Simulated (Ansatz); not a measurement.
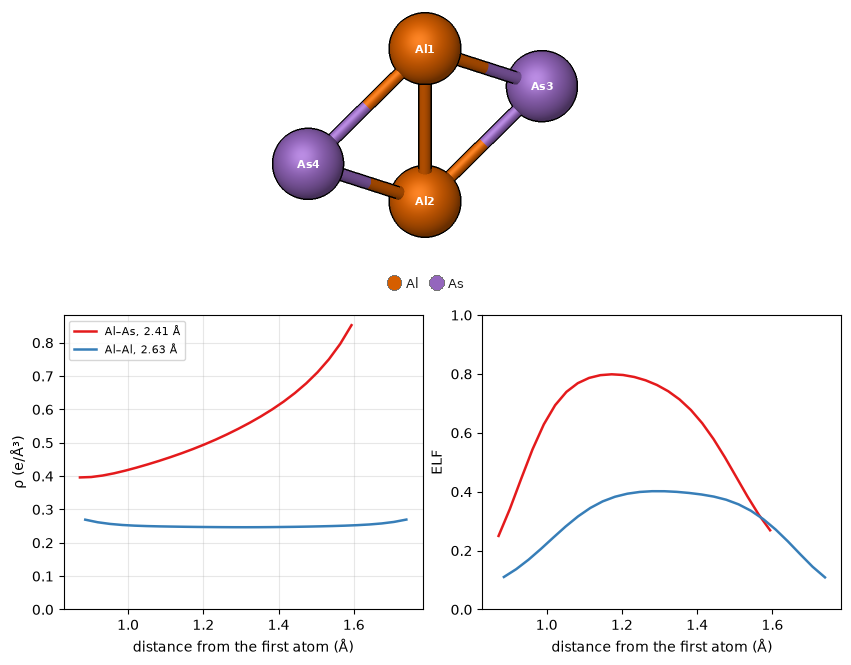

Figure 1: Al2As2 (triplet). Electron density and ELF along straight lines between neighbouring atoms. The curves leave out the atomic cores. The structure is drawn too.

Geometry: B3LYP-D4/def2-SVP.

Computed with Ansatz, UKS PBE0-D4/def2-TZVP.

Compare the contacts.

Al–As (2.41 Å): ρ at the midpoint is about 0.49 e/Å³; the ELF peaks at about 0.80 between the atoms: a covalent bond.
Al–Al (2.63 Å): ρ is about 0.25 e/Å³ halfway; the ELF is about 0.40 at the midpoint.
